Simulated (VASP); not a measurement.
Band structure of YSi (relaxed from the rocksalt structure, space group Fm-3m). Method: PBEsol GGA, VASP's PBE PAW potentials (set 64) (plane waves; VASP).

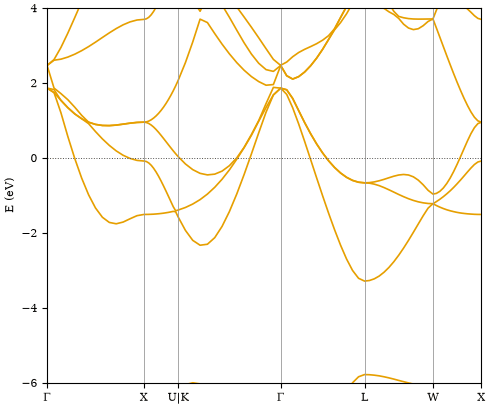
Figure: Bands along high-symmetry lines, zero at the valence-band maximum or, without a gap, the Fermi level

**Question.** Read the plot: is there a gap, and where are the band edges?

**Answer.** It has no gap at this level: it comes out as a metal or semimetal. (Edges off the drawn lines would not show.)

The structure was generated: YSi was put into the rocksalt type (Fm-3m), which need not be its known phase. It was relaxed first, which changed the volume by -15 %. The electron count is odd and the run is not spin-polarised, which forces a metal.
